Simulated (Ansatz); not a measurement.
**Molecular dynamics of SnH₃S₃Cl**

SnH₃S₃Cl, computed with RKS BLYP/def2-SVP (Ansatz 0.2.0).

The geometry comes from this level: PBE0-D4/def2-TZVP. Figures and captions count atoms from 1; the log counts them from 0 in places.

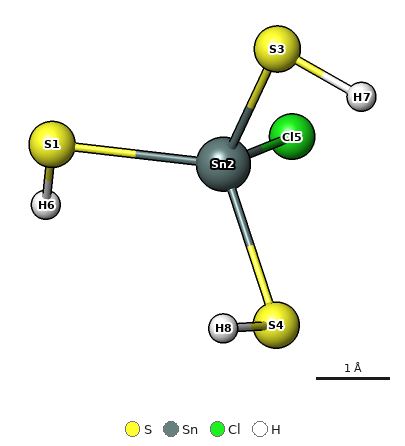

Fig. 1: The starting structure (ball-and-stick view, seen at a tilt; atoms are numbered from 1 in the order of the input). Sticks mark near contacts.

### The input
```yaml
crystal:
  periodic: [false, false, false]
  atoms:
    - {symbol: S, position_ang: [-1.335090, 1.551816, 1.197999]}
    - {symbol: Sn, position_ang: [0.191901, 0.281983, -0.113745]}
    - {symbol: S, position_ang: [1.969832, -0.301454, 1.357025]}
    - {symbol: S, position_ang: [-0.761596, -1.610146, -1.208736]}
    - {symbol: Cl, position_ang: [0.939047, 1.559332, -1.904321]}
    - {symbol: H, position_ang: [-2.068899, 1.873860, 0.118066]}
    - {symbol: H, position_ang: [2.369355, -1.295735, 0.544641]}
    - {symbol: H, position_ang: [-1.212351, -2.116655, -0.046829]}
basis:
  gaussian: {orbitals: def2-SVP}
hamiltonian: {xc: {name: BLYP}}
md: {timestep: 1 fs, n_steps: 20, ensemble: nvt_nose_hoover, temperature: 700, initial_velocities: maxwell_boltzmann, seed: 798}
```

Command:
```bash
ansatz run in.yaml --threads 4 --pin off --events-out ev --progress --plain --max-ram 10444MiB
```

### The program's output
```
Functional definition: BLYP
  name "BLYP"
  cite "Becke, Phys. Rev. A 38, 3098 (1988) doi:10.1103/PhysRevA.38.3098"
  cite "Lee, Yang & Parr, Phys. Rev. B 37, 785 (1988) doi:10.1103/PhysRevB.37.785"
  parameter beta = 0.0042
  parameter a = 0.04918
  parameter b = 0.132
  parameter c = 0.2533
  parameter d = 0.349
  exchange = b88_x(beta = beta)
  correlation = lyp_c(a = a, b = b, c = c, d = d)
1275 factors; their error is unknown
mean field evaluation 1: about -50894.0320 eV, gradient 2.8e1 eV
mean field evaluation 2: about -50890.9192 eV, gradient 4.3e1 eV
mean field evaluation 4: about -50896.2452 eV, gradient 9.3e-1 eV
mean field evaluation 8: about -50896.2534 eV, gradient 3.6e-2 eV
mean field evaluation 16: about -50896.1840 eV, gradient 1.2e-5 eV
mean field -50896.18403361 eV, -1870.4002645627 hartree, gradient 1.2e-5 eV, S^2 0.000000; 0 other end points of the search recorded, 0 dependent functions left out
the calculation of the forces begins
reference -50896.18438766 eV, -1870.4002775738 hartree; 45, 45 occupied and 68, 68 virtual orbitals, 1275 factors
md step     0: t =     0.00 fs  T =   700.0 K  F+E_penalty+E_count = -50896.18403361 eV  E_kin = 0.542892 eV  conserved = -50895.64114162 eV  (26 SCF iters)
these checks for a lower state are left out or cut short: starts, cluster_reference, orbital_swaps, neighbouring_geometries, increment
1275 factors; their error is unknown
mean field -50896.18933756 eV, -1870.4004594790 hartree, gradient 4.5e-5 eV, S^2 0.000000; 0 other end points of the search recorded, 0 dependent functions left out
[... from here on the field's lines of each further geometry are left out, up to the last ...]
md step     1: t =     1.00 fs  T =   706.5 K  F+E_penalty+E_count = -50896.18933756 eV  E_kin = 0.547951 eV  conserved = -50895.64138654 eV  (25 SCF iters)
md step     2: t =     2.00 fs  T =   643.7 K  F+E_penalty+E_count = -50896.13835482 eV  E_kin = 0.499262 eV  conserved = -50895.63909252 eV  (25 SCF iters)
md step     3: t =     3.00 fs  T =   551.5 K  F+E_penalty+E_count = -50896.06426762 eV  E_kin = 0.427747 eV  conserved = -50895.63652825 eV  (25 SCF iters)
md step     4: t =     4.00 fs  T =   479.2 K  F+E_penalty+E_count = -50896.00667222 eV  E_kin = 0.371660 eV  conserved = -50895.63504339 eV  (25 SCF iters)
md step     5: t =     5.00 fs  T =   456.5 K  F+E_penalty+E_count = -50895.98912706 eV  E_kin = 0.354068 eV  conserved = -50895.63513344 eV  (25 SCF iters)
md step     6: t =     6.00 fs  T =   481.6 K  F+E_penalty+E_count = -50896.01016622 eV  E_kin = 0.373500 eV  conserved = -50895.63681011 eV  (25 SCF iters)
md step     7: t =     7.00 fs  T =   521.1 K  F+E_penalty+E_count = -50896.04342528 eV  E_kin = 0.404176 eV  conserved = -50895.63949029 eV  (25 SCF iters)
md step     8: t =     8.00 fs  T =   525.3 K  F+E_penalty+E_count = -50896.04852525 eV  E_kin = 0.407376 eV  conserved = -50895.64151345 eV  (25 SCF iters)
md step     9: t =     9.00 fs  T =   462.1 K  F+E_penalty+E_count = -50895.99832179 eV  E_kin = 0.358409 eV  conserved = -50895.64041255 eV  (25 SCF iters)
md step    10: t =    10.00 fs  T =   359.8 K  F+E_penalty+E_count = -50895.91429641 eV  E_kin = 0.279079 eV  conserved = -50895.63585202 eV  (25 SCF iters)
md step    11: t =    11.00 fs  T =   301.1 K  F+E_penalty+E_count = -50895.86551838 eV  E_kin = 0.233540 eV  conserved = -50895.63274613 eV  (25 SCF iters)
md step    12: t =    12.00 fs  T =   337.9 K  F+E_penalty+E_count = -50895.89656902 eV  E_kin = 0.262089 eV  conserved = -50895.63540520 eV  (26 SCF iters)
md step    13: t =    13.00 fs  T =   426.5 K  F+E_penalty+E_count = -50895.96960508 eV  E_kin = 0.330807 eV  conserved = -50895.63994204 eV  (25 SCF iters)
md step    14: t =    14.00 fs  T =   485.4 K  F+E_penalty+E_count = -50896.01618930 eV  E_kin = 0.376420 eV  conserved = -50895.64120122 eV  (25 SCF iters)
md step    15: t =    15.00 fs  T =   482.9 K  F+E_penalty+E_count = -50896.01210179 eV  E_kin = 0.374533 eV  conserved = -50895.63933163 eV  (25 SCF iters)
md step    16: t =    16.00 fs  T =   447.4 K  F+E_penalty+E_count = -50895.98163605 eV  E_kin = 0.346996 eV  conserved = -50895.63674359 eV  (25 SCF iters)
md step    17: t =    17.00 fs  T =   426.6 K  F+E_penalty+E_count = -50895.96345128 eV  E_kin = 0.330835 eV  conserved = -50895.63506403 eV  (25 SCF iters)
md step    18: t =    18.00 fs  T =   453.5 K  F+E_penalty+E_count = -50895.98379859 eV  E_kin = 0.351707 eV  conserved = -50895.63491381 eV  (25 SCF iters)
md step    19: t =    19.00 fs  T =   531.2 K  F+E_penalty+E_count = -50896.04506336 eV  E_kin = 0.411984 eV  conserved = -50895.63634793 eV  (25 SCF iters)
the calculation of the forces begins
reference -50896.12501922 eV, -1870.3980958236 hartree; 45, 45 occupied and 68, 68 virtual orbitals, 1275 factors
1275 factors; their error is unknown
mean field evaluation 128: about -50896.1247 eV, gradient 6.8e-2 eV
mean field -50896.12466677 eV, -1870.3980828714 hartree, gradient 4.5e-5 eV, S^2 0.000000; 1 other end points of the search recorded, 0 dependent functions left out
the calculation of the forces begins
reference -50896.12501922 eV, -1870.3980958236 hartree; 45, 45 occupied and 68, 68 virtual orbitals, 1275 factors
md step    20: t =    20.00 fs  T =   631.3 K  F+E_penalty+E_count = -50896.12466677 eV  E_kin = 0.489608 eV  conserved = -50895.63887608 eV  (27 SCF iters)
```

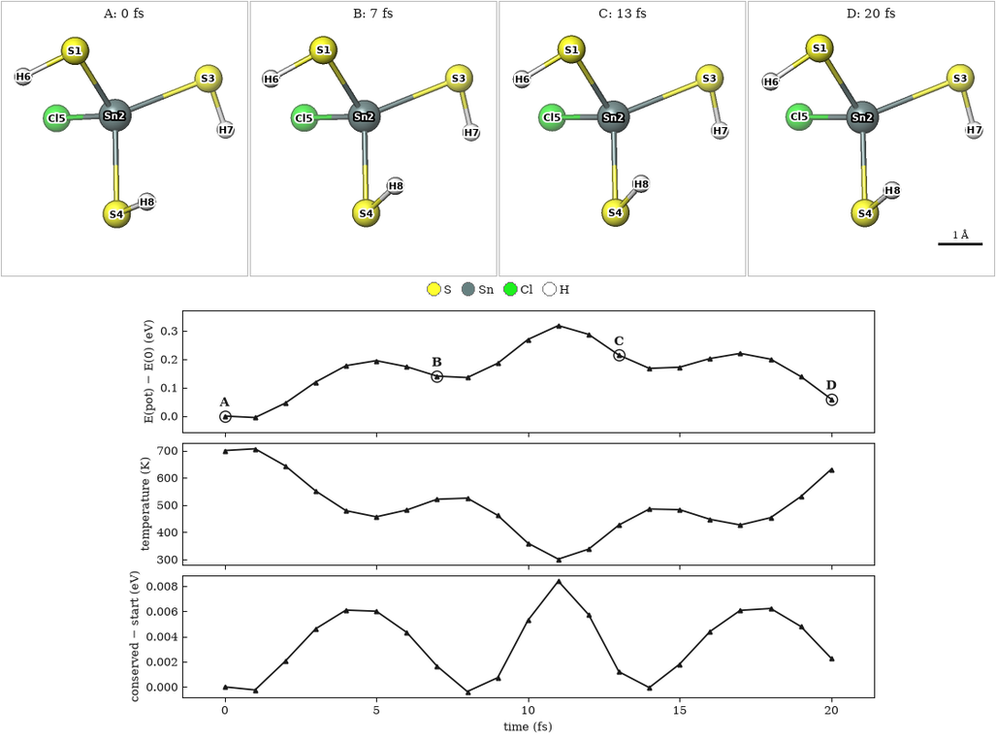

Fig. 2: Frames of the molecular dynamics (ball-and-stick, seen at a tilt) above the curves, on which the letters mark them. The trajectory kept here has 21 frames over 20 fs. The temperature starts at 700 K, ranges from 301 to 707 K and averages 444 K over the second half. The potential energy ends 0.059 eV above its first value. The conserved quantity stays within 0.0088 eV. After an unweighted best fit of the last frame on the first, the root-mean-square displacement is 0.15 Å, and H6 has moved furthest (0.24 Å).

```
Total energy: -50896.12501922 eV, -1870.3980958236 hartree
Atom 0 at    -1.375061     1.629733     1.217298 Å, force    -0.115462    -0.186115    -0.278141 eV/Å
Atom 1 at     0.200665     0.248995    -0.143163 Å, force     0.623661     1.892407     0.990487 eV/Å
Atom 2 at     2.005115    -0.365818     1.452208 Å, force     0.003335    -0.238901    -0.558693 eV/Å
Atom 3 at    -0.749337    -1.609134    -1.168000 Å, force    -1.190215    -1.645849     0.558149 eV/Å
Atom 4 at     0.908441     1.655599    -1.953466 Å, force     0.133320    -0.036445    -0.058685 eV/Å
Atom 5 at    -2.309392     1.712780     0.203210 Å, force     0.291917    -0.033021     0.218205 eV/Å
Atom 6 at     2.437314    -1.302629     0.526421 Å, force    -0.046773     0.261865     0.386366 eV/Å
Atom 7 at    -1.236368    -1.912579     0.142291 Å, force     0.300217    -0.013941    -1.257687 eV/Å
Dipole moment:    -0.214335    -0.430630     0.058015 e Å
```

### Trajectory as extended XYZ (Å, eV, eV/Å), 12 of the 21 frames kept, from step=0 to step=20
```
8
Properties=species:S:1:pos:R:3:forces:R:3 step=0 time_fs=0.0 energy=-50896.18403 temperature=700.0
S    -1.3351    1.5518    1.1980   -0.3634   0.4021   0.9792
Sn    0.1919    0.2820   -0.1137   -0.0580  -0.0935   0.0950
S     1.9698   -0.3015    1.3570    0.5968   0.1415   0.9375
S    -0.7616   -1.6101   -1.2087   -0.2329  -0.6200  -0.8837
Cl    0.9390    1.5593   -1.9043    0.3728   0.6347  -0.8736
H    -2.0689    1.8739    0.1181   -0.2935   0.1492  -0.3968
H     2.3694   -1.2957    0.5446    0.1689  -0.3901  -0.2903
H    -1.2124   -2.1167   -0.0468   -0.1906  -0.2239   0.4328
8
Properties=species:S:1:pos:R:3:forces:R:3 step=2 time_fs=2.0 energy=-50896.13836 temperature=643.7
S    -1.3362    1.5579    1.1992   -0.9804   0.6130  -0.0284
Sn    0.1922    0.2771   -0.1173    0.0506   0.2614   0.1884
S     1.9713   -0.3066    1.3659    0.6318  -0.2134   0.5073
S    -0.7562   -1.6031   -1.2056   -0.8368  -1.2757   0.7153
Cl    0.9343    1.5666   -1.9062    0.3826   0.6233  -0.8352
H    -2.1265    1.8693    0.0897    0.4029  -0.1435   0.5604
H     2.3540   -1.2977    0.5100    0.0763  -0.0479   0.0482
H    -1.1960   -2.0394    0.0778    0.2729   0.1828  -1.1559
8
Properties=species:S:1:pos:R:3:forces:R:3 step=4 time_fs=4.0 energy=-50896.00667 temperature=479.2
S    -1.3384    1.5648    1.2004   -1.2204   0.6320  -0.4747
Sn    0.1926    0.2722   -0.1208    0.1709   0.6170   0.2865
S     1.9736   -0.3119    1.3754    0.6474  -0.5474   0.0590
S    -0.7519   -1.5976   -1.2016   -1.0570  -1.4629   1.3940
Cl    0.9300    1.5745   -1.9089    0.3810   0.5955  -0.7786
H    -2.1696    1.8598    0.0814    0.7275  -0.2476   0.9462
H     2.3416   -1.3015    0.4772   -0.0062   0.2810   0.3995
H    -1.1701   -1.9562    0.1606    0.3568   0.1322  -1.8320
8
Properties=species:S:1:pos:R:3:forces:R:3 step=5 time_fs=5.0 energy=-50895.98913 temperature=456.5
S    -1.3400    1.5685    1.2008   -1.1583   0.5699  -0.4551
Sn    0.1928    0.2699   -0.1225    0.2384   0.7985   0.3332
S     1.9751   -0.3148    1.3803    0.6142  -0.6147  -0.0843
S    -0.7502   -1.5955   -1.1990   -1.0567  -1.4497   1.3978
Cl    0.9280    1.5787   -1.9106    0.3762   0.5761  -0.7432
H    -2.1812    1.8516    0.0902    0.7093  -0.2298   0.8924
H     2.3354   -1.3001    0.4658   -0.0104   0.3483   0.4927
H    -1.1521   -1.9124    0.1767    0.2873   0.0014  -1.8334
8
Properties=species:S:1:pos:R:3:forces:R:3 step=7 time_fs=7.0 energy=-50896.04343 temperature=521.1
S    -1.3443    1.5764    1.2013   -0.6479   0.3277   0.0570
Sn    0.1932    0.2654   -0.1259    0.3891   1.1729   0.4165
S     1.9784   -0.3212    1.3898    0.4556  -0.5024  -0.1413
S    -0.7477   -1.5926   -1.1927   -0.8648  -1.2951   0.6984
Cl    0.9243    1.5875   -1.9146    0.3597   0.5272  -0.6602
H    -2.1854    1.8292    0.1316    0.2895  -0.0804   0.3056
H     2.3230   -1.2873    0.4572    0.0666   0.2404   0.4476
H    -1.1090   -1.8265    0.1585   -0.0478  -0.3903  -1.1236
8
Properties=species:S:1:pos:R:3:forces:R:3 step=9 time_fs=9.0 energy=-50895.99832 temperature=462.1
S    -1.3494    1.5847    1.2018    0.2371   0.0145   0.9804
Sn    0.1938    0.2612   -0.1291    0.5449   1.5389   0.4904
S     1.9824   -0.3282    1.3992    0.2096  -0.1275   0.0736
S    -0.7462   -1.5912   -1.1856   -0.4282  -1.0575  -1.0595
Cl    0.9210    1.5969   -1.9193    0.3358   0.4652  -0.5658
H    -2.1796    1.8039    0.1835   -0.5026   0.1374  -0.6962
H     2.3134   -1.2660    0.4652    0.2256  -0.1226   0.1321
H    -1.0684   -1.7557    0.1000   -0.6221  -0.8485   0.6449
8
Properties=species:S:1:pos:R:3:forces:R:3 step=11 time_fs=11.0 energy=-50895.86552 temperature=301.1
S    -1.3542    1.5931    1.2035    0.6898  -0.1349   1.3299
Sn    0.1945    0.2576   -0.1321    0.6642   1.8244   0.5698
S     1.9866   -0.3353    1.4087   -0.0190   0.2478   0.3190
S    -0.7452   -1.5911   -1.1797   -0.1067  -0.9701  -2.4888
Cl    0.9181    1.6069   -1.9246    0.3070   0.3909  -0.4694
H    -2.1919    1.7835    0.2101   -0.8647   0.1985  -1.1190
H     2.3124   -1.2493    0.4781    0.3666  -0.4736  -0.2051
H    -1.0513   -1.7167    0.0657   -1.0372  -1.0830   2.0637
8
Properties=species:S:1:pos:R:3:forces:R:3 step=13 time_fs=13.0 energy=-50895.96960 temperature=426.5
S    -1.3582    1.6013    1.2067    0.1509  -0.0541   0.5260
Sn    0.1955    0.2546   -0.1350    0.7142   1.9699   0.6651
S     1.9908   -0.3421    1.4185   -0.0982   0.2756   0.2355
S    -0.7444   -1.5922   -1.1767   -0.4322  -1.1697  -1.3600
Cl    0.9155    1.6173   -1.9304    0.2747   0.3067  -0.3783
H    -2.2348    1.7700    0.1971   -0.2408   0.0442  -0.3784
H     2.3251   -1.2499    0.4840    0.3605  -0.4609  -0.2002
H    -1.0719   -1.7182    0.1031   -0.7291  -0.9116   0.8902
8
Properties=species:S:1:pos:R:3:forces:R:3 step=15 time_fs=15.0 energy=-50896.01210 temperature=482.9
S    -1.3621    1.6094    1.2106   -0.5559   0.0210  -0.4223
Sn    0.1967    0.2522   -0.1377    0.7059   1.9968   0.7724
S     1.9948   -0.3487    1.4286   -0.0273  -0.0294  -0.1730
S    -0.7442   -1.5947   -1.1752   -0.9702  -1.4511   0.4049
Cl    0.9132    1.6280   -1.9367    0.2384   0.2142  -0.2898
H    -2.2866    1.7583    0.1698    0.5461  -0.0941   0.5119
H     2.3512   -1.2672    0.4832    0.2041  -0.1022   0.1412
H    -1.1198   -1.7542    0.1734   -0.1412  -0.5553  -0.9453
8
Properties=species:S:1:pos:R:3:forces:R:3 step=16 time_fs=16.0 energy=-50895.98164 temperature=447.4
S    -1.3643    1.6135    1.2124   -0.7453   0.0177  -0.7004
Sn    0.1974    0.2512   -0.1389    0.6921   1.9876   0.8250
S     1.9969   -0.3519    1.4336    0.0232  -0.1955  -0.3847
S    -0.7445   -1.5966   -1.1744   -1.1591  -1.5652   0.9137
Cl    0.9121    1.6334   -1.9399    0.2188   0.1656  -0.2449
H    -2.3063    1.7514    0.1616    0.7744  -0.1208   0.7609
H     2.3676   -1.2783    0.4839    0.1100   0.0936   0.3222
H    -1.1472   -1.7811    0.1990    0.0859  -0.3831  -1.4918
8
Properties=species:S:1:pos:R:3:forces:R:3 step=18 time_fs=18.0 energy=-50895.98380 temperature=453.5
S    -1.3693    1.6216    1.2153   -0.7106  -0.0576  -0.7929
Sn    0.1989    0.2498   -0.1412    0.6610   1.9515   0.9176
S     2.0010   -0.3587    1.4433    0.0738  -0.3674  -0.6301
S    -0.7461   -1.6019   -1.1719   -1.3307  -1.7001   1.1797
Cl    0.9102    1.6445   -1.9466    0.1771   0.0657  -0.1528
H    -2.3228    1.7340    0.1679    0.8151  -0.1044   0.7937
H     2.4028   -1.2963    0.4958   -0.0290   0.3273   0.5101
H    -1.1980   -1.8444    0.2045    0.3433  -0.1150  -1.8253
8
Properties=species:S:1:pos:R:3:forces:R:3 step=20 time_fs=20.0 energy=-50896.12467 temperature=631.3
S    -1.3751    1.6297    1.2173   -0.1155  -0.1861  -0.2781
Sn    0.2007    0.2490   -0.1432    0.6237   1.8924   0.9905
S     2.0051   -0.3658    1.4522    0.0033  -0.2389  -0.5587
S    -0.7493   -1.6091   -1.1680   -1.1902  -1.6458   0.5581
Cl    0.9084    1.6556   -1.9535    0.1333  -0.0364  -0.0587
H    -2.3094    1.7128    0.2032    0.2919  -0.0330   0.2182
H     2.4373   -1.3026    0.5264   -0.0468   0.2619   0.3864
H    -1.2364   -1.9126    0.1423    0.3002  -0.0139  -1.2577
```

### Summary

| quantity | value |
| --- | --- |
| outcome | finished |
| mean temperature over the second half | 444 K |
| trajectory | 20 steps, 20 fs |
| ensemble | nvt_nose_hoover |
| temperature in the input | 700 K |
| time step | 1 fs |
| potential energy (last step) | −50896.1250 eV |
| SCF solution under orbital rotations (last step) | stable |
| largest force (length of the vector) (last step) | 2.225 eV/Å |
| dipole moment (last step) | 2.33 D |
| hardware | 4 threads of Intel Xeon @ 2.50GHz, 180 GiB of memory available, shared host |
| wall time | 52 s (CPU time 2.6 min) |
| peak memory | 0.47 GiB |

So short a trajectory is not equilibrated. The temperature stays far from the 700 K of the thermostat over the second half: the run isn't equilibrated.
